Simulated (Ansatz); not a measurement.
# CH8GeS: nudged elastic band (part 2 of 2)

The same run, continued: CH8GeS; RKS PBE0-D4/def2-mTZVP (Ansatz 0.2.0). The run did not end well. It belongs to a series of runs on one base structure; here: band between the two ends.

Geometry of the input (Å):
```
Ge -0.3273  0.1605  0.2313
C  -0.0257  0.5523  2.1190
H  -0.9690  0.7674  2.6235
H  0.4413  -0.3059  2.6028
H  0.6289  1.4176  2.2332
H  1.0013  -0.1572  -0.4857
H  -0.9814  1.3577  -0.4867
H  -1.2585  -1.0583  0.0642
S  1.2709  -3.2440  1.6188
H  1.7279  -2.7549  0.4446
H  0.0270  -3.4317  1.1254
```

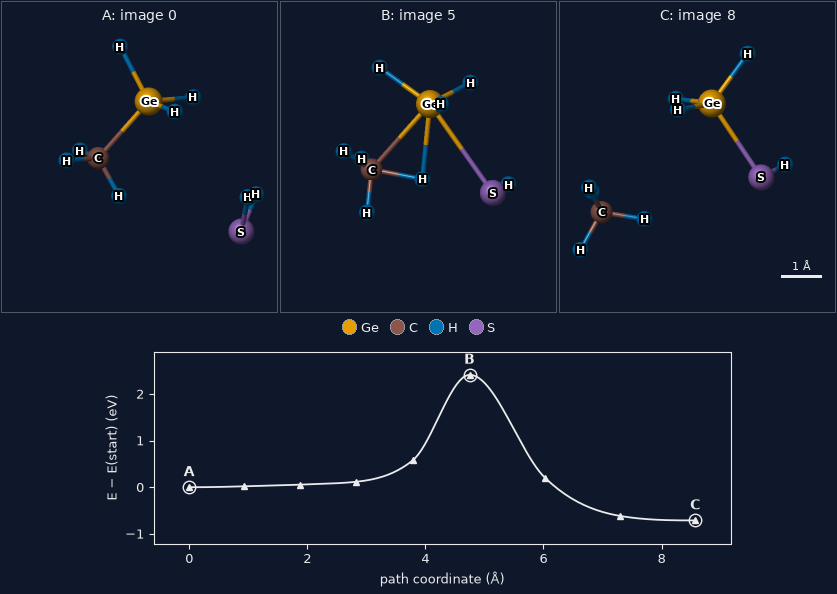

Fig. 1: Images of the last band (counted from 0; ball-and-stick, seen at a tilt) above the energy along the path; the line is a cubic interpolation that uses the forces. The highest image is number 5, 2.410 eV above the start and 3.122 eV above the end (the climbing image); the end lies 0.712 eV below the start. The path is 8.57 Å long. The band had not converged after 60 iterations.

```
Unfinished report: {"positions_ang":[[-0.03010514421935582,-0.28339456077618225,-0.004056424881517544],[0.05737539839402926,-0.0010332938946429058,2.240452512808393],[-0.9893300620316846,-0.12072072723951761,2.5137749931002493],[0.6773066686855389,-0.3031230232729895,3.093044925918503],[0.2918865517955447,1.046391863635327,2.054387686868343],[1.29904569317571,0.11390509164066948,-0.6445386271714528],[-0.9016711929717124,1.0106959003701816,0.07509351703018471],[-0.9611053171157155,-1.3218285448006313,-0.6384603888483229],[1.3155467954243036,-2.502565253789645,0.84913000448938],[0.20439541344495143,-3.2750050048122348,0.8866052871603359],[0.5719541854183903,-1.0597214370603325,1.664964523525901]],"unchecked":["starts","cluster_reference","orbital_swaps","neighbouring_geometries","increment"],"mean_field":{"relativity":"none","state":{"energy":{"ev":-68506.18566927096,"hartree":-2517.555888185277},"converged":true,"gradient_ev":0.000015556887257853242,"stability":{"kind":"minimum","curvature_ev":19.850249854562662},"curvature_floor_ev":0.00030000000000000003,"spin_squared":2.1316282072803006e-14},"others":[],"fillings":{"estimated":0,"unestimated":0,"tried":0,"untried":0,"excluded_magnetic_sites":0},"n_dropped_functions":0,"n_trapped_functions":0,"passes":{"evaluations":2,"products":18},"factors":{"origin":"Cholesky decomposition","count":1045,"bound_ev":0.0007268981763149976},"gradient_stop_ev":0.00009,"reference_kind":"stationary","functional":{"name":"PBE0","citations":["Adamo & Barone, J. Chem. Phys. 110, 6158 (1999) doi:10.1063/1.478522","Perdew, Burke & Ernzerhof, Phys. Rev. Lett. 77, 3865 (1996) doi:10.1103/PhysRevLett.77.3865"],"text":"name \"PBE0\"\ncite \"Adamo & Barone, J. Chem. Phys. 110, 6158 (1999) doi:10.1063/1.478522\"\ncite \"Perdew, Burke & Ernzerhof, Phys. Rev. Lett. 77, 3865 (1996) doi:10.1103/PhysRevLett.77.3865\"\nparent pbe\nparameter a = 0.25\nparameter kappa = 0.804\nparameter beta = 0.06672455060314922\nexchange = (1 - a)*pbe_x(kappa = kappa, mu = beta*pi^2/3) + a*exact_x\ncorrelation = pbe_c(beta = beta)\n","parameters":{"a":{"value":0.25,"default":0.25},"beta":{"value":0.06672455060314922,"default":0.06672455060314922},"kappa":{"value":0.804,"default":0.804}},"final_grid":{"core_spheres":13.0,"valence_spheres":11.0,"degree":36.0},"final_grid_parameter_source":"default","radial_points_factor":1.0,"radial_grid_error_ev":3.235511906987185e-7,"grid_sensitivity":"normal","grid_sensitivity_ratio":0.001870803151768979},"unsmoothed_excess_ev":-0.00003093239411027384,"symmetry":{"irreps":["A"],"axes":[[0.9994964524772424,0.012913032368123575,0.028984393739863147],[-0.014104558606502737,0.9990477089528925,0.04128845677053271],[-0.02842363298249108,-0.04167647815058527,0.9987267735757565]],"occupied":[{"A":31},{"A":31}]},"held":{"pivots":1045,"left_out":0,"joined":0},"density_repulsion":{"missed_ev":0.000022889473807438356,"excess_ev":0.0,"most_excess_ev":0.0001674,"are_drawn_again":false,"n_first_factors":1045,"energy_change_ev":0.0,"n_dropped_ends":0}},"factors":{"origin":"Cholesky decomposition","count":1045,"bound_ev":0.0007268981763149976},"n_frozen":0,"n_occupied":[31,31],"n_virtual":[70,70],"reference":{"ev":-68506.18566927096,"hartree":-2517.555888185277},"dispersion":{"energy":{"ev":-0.18150669429921448,"hartree":-0.006670247985839955},"switches_in_reach":[]},"total":{"ev":-68506.36717596525,"hartree":-2517.562558433263},"forces_ev_per_angstrom":[[-0.01033396024566203,0.0023005681878561024,-0.0018476077119063848],[-0.0070321026245227704,0.00231693248429989,-0.008414153805077913],[-0.009323374518098938,0.021913295586146984,-0.024015100363332334],[-0.021546437831235263,-0.07811864958480969,-0.02561368296148671],[0.0503745593591145,0.0008766560087240314,0.05252107924571481],[-0.01510109977758431,-0.004849630260176171,-0.014305532390880121],[-0.014204335422660717,0.005937294140967664,-0.02106344858064422],[-0.0013016130382403888,-0.007966745017108402,-0.0005082101195771926],[0.01418751099589203,0.021252621811267594,0.001318902986646751],[0.016371540366643823,0.02300050336119763,0.04803989321939984],[-0.002090687277830151,0.0133371532850105,-0.00611213954646969]],"charge_distribution":{"dipole_moment_e_ang":[-0.4757462663789967,0.5506362593002132,0.1395382511789837],"mulliken_charges_e":[0.16966530880621278,-0.7211473141488796,0.22843758999290165,0.23068780108480746,0.21908766442169225,0.05408537806690661,-0.04461473602119215,0.039788543712070634,-0.4861214132471261,0.14880359867556403,0.16132757865705227],"lowdin_charges_e":[0.20068360487788794,-0.5993654295137167,0.1333632367863895,0.13967205273762862,0.13498304482927437,0.013254424851803948,-0.01059569870023025,0.002445254474981118,-0.2570566184406573,0.04832396207731415,0.19429216601930477]},"n_threads":2,"memory_gib":2.556818182580173,"seconds":{"hamiltonian":1.858793631,"orbitals":0.0,"second_order":0.0,"solver_start":0.0,"cycles":0.0,"cycle":0.0,"perturbative":0.0,"full_ci_increment":0.0,"forces":0.0}}
this run last wrote the band of iteration 60 to [file]
Error: NEB band did not converge after 60 iterations: max|band force component| = 7.40e-2 eV/Å (threshold 5.0e-2); raise `neb.max_iterations` in a new run, which can start from the last band evaluated (`neb.initial_path`, with `crystal.atoms` and `neb.final_atoms` set to its first and last images), add images, or start from endpoints closer to local minima. Where this run's directory can be resumed (`checkpoint.write`), a resume goes on for up to `neb.max_iterations` more; to start a new run from the last band, take its images' positions from the `neb_iteration` event of iteration 60 (`data.images[].positions_ang`), in the event stream of the run that computed that iteration (not this run's, if it was resumed behind it). With `checkpoint.write`, `steps/00-neb/state/checkpoint.json` in the run directory holds the last saved band, under `neb.evaluated.images[].positions_ang` (a band under a hybrid functional on support functions is neither saved nor resumed: `neb.initial_path` says where its path is): check the last entry of `neb.iterations` there, which is earlier than 60 if that iteration was not saved or its write failed. If the band's step has no `state` directory and holds `state.next`, a write was cut short, and the file is under `state.next` instead (behind a loss of power it can be under `state.prev`)
this run wrote the band of iteration 60 to [file] as well, whether or not its events were kept: a new run's `neb.initial_path` can list its `images[].positions_ang`
a run's events are kept only if it was started with --events-out <file>, and are in that file
```

The last band as extended XYZ (Å, eV, eV/Å):
```
11
Properties=species:S:1:pos:R:3:forces:R:3 image=0 energy=-68508.77727
Ge   -0.3273    0.1605    0.2313   -0.0102   0.0107  -0.0011
C    -0.0257    0.5523    2.1190   -0.0022  -0.0028   0.0016
H    -0.9690    0.7674    2.6235    0.0062  -0.0015  -0.0051
H     0.4413   -0.3059    2.6028    0.0013   0.0034   0.0037
H     0.6289    1.4176    2.2332   -0.0006  -0.0046  -0.0005
H     1.0013   -0.1572   -0.4857   -0.0018  -0.0030   0.0029
H    -0.9814    1.3577   -0.4867    0.0020   0.0005  -0.0019
H    -1.2585   -1.0583    0.0642    0.0045  -0.0029   0.0009
S     1.2709   -3.2440    1.6188   -0.0098   0.0070  -0.0294
H     1.7279   -2.7549    0.4446   -0.0089  -0.0101   0.0235
H     0.0270   -3.4317    1.1254    0.0194   0.0034   0.0054
11
Properties=species:S:1:pos:R:3:forces:R:3 image=1 energy=-68508.75801
Ge   -0.2633    0.1361    0.1984   -0.0028   0.0091  -0.0010
C    -0.0229    0.4612    2.1091   -0.0004   0.0104  -0.0022
H    -0.9865    0.4980    2.6193   -0.0014   0.0097  -0.0009
H     0.5780   -0.3337    2.5514    0.0011   0.0086  -0.0047
H     0.4886    1.4099    2.2753    0.0001   0.0122  -0.0032
H     1.0922   -0.0787   -0.5022   -0.0014   0.0109   0.0002
H    -0.9827    1.3167   -0.4808   -0.0057   0.0087   0.0006
H    -1.1166   -1.1305   -0.0339    0.0006   0.0055   0.0040
S     1.3098   -3.1691    1.5689    0.0036  -0.0308   0.0076
H     1.4407   -2.9565    0.2420    0.0163   0.0025  -0.0045
H    -0.0019   -2.8498    1.5426   -0.0100  -0.0468   0.0042
11
Properties=species:S:1:pos:R:3:forces:R:3 image=2 energy=-68508.72278
Ge   -0.2156    0.1384    0.1678   -0.0045   0.0183  -0.0023
C    -0.0266    0.4297    2.0942   -0.0016   0.0201  -0.0043
H    -0.9822    0.2908    2.6023   -0.0005   0.0134  -0.0017
H     0.7015   -0.2566    2.5261    0.0036   0.0169  -0.0146
H     0.3167    1.4460    2.2893   -0.0035   0.0216   0.0007
H     1.1559    0.0160   -0.5175   -0.0013   0.0222   0.0020
H    -0.9907    1.3073   -0.4685   -0.0123   0.0105  -0.0094
H    -1.0088   -1.1566   -0.1124    0.0049   0.0090   0.0100
S     1.4033   -3.1083    1.4495    0.0103  -0.0478   0.0125
H     0.9007   -3.3329    0.2175    0.0190  -0.0107  -0.0299
H     0.2811   -2.4701    1.8421   -0.0140  -0.0735   0.0370
11
Properties=species:S:1:pos:R:3:forces:R:3 image=3 energy=-68508.66060
Ge   -0.1828    0.1082    0.1424   -0.0169   0.0521  -0.0008
C    -0.0318    0.3561    2.0848   -0.0152   0.0434  -0.0094
H    -0.9626    0.0796    2.5825   -0.0032   0.0149   0.0010
H     0.7842   -0.2006    2.5468    0.0025   0.0146  -0.0644
H     0.1524    1.4131    2.2793   -0.0171   0.0368   0.0428
H     1.1945    0.0919   -0.5394   -0.0076   0.0283   0.0159
H    -1.0096    1.2870   -0.4007   -0.0200   0.0290  -0.0667
H    -0.9266   -1.1920   -0.2254    0.0048   0.0219   0.0510
S     1.4361   -3.0665    1.2357    0.0242  -0.0949   0.0207
H     0.3567   -3.4773    0.5388    0.0069  -0.0450  -0.0411
H     0.7248   -2.0960    1.8455    0.0417  -0.1011   0.0510
11
Properties=species:S:1:pos:R:3:forces:R:3 image=4 energy=-68508.20032
Ge   -0.1210   -0.0535    0.1243   -0.1169   0.3026   0.1601
C     0.0008    0.1664    2.1111   -0.1091   0.1836  -0.1495
H    -0.9855   -0.0309    2.5337   -0.0472   0.0979   0.0141
H     0.7333   -0.3112    2.7716   -0.0069  -0.0833  -0.3829
H     0.2008    1.2336    2.1808   -0.1157   0.2049   0.2134
H     1.2345    0.0623   -0.5951   -0.0766   0.0138   0.1007
H    -0.9682    1.1933   -0.1542   -0.1128   0.2228  -0.2802
H    -0.9172   -1.2568   -0.4295    0.0907   0.0804   0.2258
S     1.3707   -2.7417    1.0304    0.1217  -0.2699   0.1994
H     0.1603   -3.3210    0.8922    0.0136  -0.0697  -0.0038
H     0.8268   -1.6369    1.6251    0.3592  -0.6831  -0.0970
11
Properties=species:S:1:pos:R:3:forces:R:3 image=5 energy=-68506.36714
Ge   -0.0301   -0.2834   -0.0041   -0.0103   0.0023  -0.0018
C     0.0574   -0.0010    2.2405   -0.0070   0.0023  -0.0084
H    -0.9893   -0.1207    2.5138   -0.0093   0.0219  -0.0240
H     0.6773   -0.3031    3.0930   -0.0215  -0.0781  -0.0256
H     0.2919    1.0464    2.0544    0.0504   0.0009   0.0525
H     1.2990    0.1139   -0.6445   -0.0151  -0.0049  -0.0143
H    -0.9017    1.0107    0.0751   -0.0142   0.0059  -0.0211
H    -0.9611   -1.3218   -0.6385   -0.0013  -0.0080  -0.0005
S     1.3155   -2.5026    0.8491    0.0142   0.0213   0.0013
H     0.2044   -3.2750    0.8866    0.0164   0.0230   0.0480
H     0.5720   -1.0597    1.6650   -0.0021   0.0133  -0.0061
11
Properties=species:S:1:pos:R:3:forces:R:3 image=6 energy=-68508.57148
Ge    0.1018   -0.5733   -0.3525    0.0995  -0.3393  -0.4031
C     0.0662    0.0218    2.5978    0.0442   0.0515   0.3791
H    -1.0108   -0.1074    2.7092    0.0272   0.0565   0.1624
H     0.5919   -0.1196    3.5320   -0.0947   0.2003   0.5082
H     0.2732    1.0077    2.1838    0.0797  -0.0375   0.1502
H     1.3286    0.1178   -0.9492   -0.0257  -0.0246  -0.3858
H    -0.7189    0.5811    0.2846    0.1590  -0.4843   0.2006
H    -0.9203   -1.3041   -1.2088   -0.0202  -0.0229  -0.5996
S     1.2155   -2.3679    0.5584   -0.1305   0.1585  -0.3195
H     0.1569   -3.1833    0.7741   -0.0629   0.1121  -0.0336
H     0.4511   -0.7691    1.9610   -0.0756   0.3297   0.3411
11
Properties=species:S:1:pos:R:3:forces:R:3 image=7 energy=-68509.39301
Ge    0.1213   -0.7304   -0.5896    0.0015  -0.0363  -0.0787
C     0.1071    0.1654    2.8614    0.0071   0.0230   0.0695
H    -0.9719    0.0904    2.9964    0.0027   0.0263   0.0480
H     0.6083    0.1196    3.8260   -0.0232   0.0702   0.0893
H     0.3448    1.1064    2.3648    0.0149   0.0076   0.0401
H     1.3027    0.1878   -0.9227   -0.0084  -0.0014  -0.0551
H    -0.8861    0.0277    0.2884   -0.0013  -0.1026  -0.0031
H    -0.5966   -1.2512   -1.8386    0.0148   0.0183  -0.1336
S     1.0754   -2.4739    0.4351   -0.0026  -0.0203  -0.0755
H    -0.0188   -3.2676    0.4124   -0.0283   0.0074   0.0012
H     0.4490   -0.6707    2.2567    0.0229   0.0077   0.0982
11
Properties=species:S:1:pos:R:3:forces:R:3 image=8 energy=-68509.48932
Ge    0.0451   -0.8398   -0.7211   -0.0008  -0.0032   0.0005
C     0.1921    0.3014    3.0563   -0.0106  -0.0029  -0.0097
H    -0.8965    0.3669    3.0602    0.0205   0.0009  -0.0011
H     0.5660    0.4261    4.0722   -0.0012  -0.0024  -0.0018
H     0.6006    1.0898    2.4230   -0.0051  -0.0129   0.0066
H     1.0860    0.2802   -0.6134    0.0010  -0.0023   0.0011
H    -1.2407   -0.4655    0.0322   -0.0015   0.0000   0.0009
H    -0.2818   -1.1361   -2.1943    0.0002  -0.0001  -0.0004
S     1.0146   -2.6113    0.2271    0.0022   0.0059   0.0000
H    -0.0472   -3.4355    0.0750   -0.0016  -0.0004  -0.0016
H     0.4972   -0.6726    2.6731   -0.0030   0.0175   0.0054
```

What the run reported:

- outcome: not converged
- barrier, forward (band not converged): 2.410 eV
- barrier, backward: 3.122 eV
- hardware: 2 threads of Arm Neoverse V2, 24 GiB of memory available, shared host
- wall time: 14 min (CPU time 26 min)
- peak memory: 0.25 GiB

The run did not converge: “NEB band did not converge after 60 iterations: max|band force component| = 7.40e-2 eV/Å (threshold 5.0e-2); raise `neb.max_iterations` in a new run, which can start from the last band evaluated (`neb.initial_path`, with `crystal.atoms` and `neb.final_atoms` set to its first and last images), add images, or start from endpoints closer to local minima …” Its last values are not results.
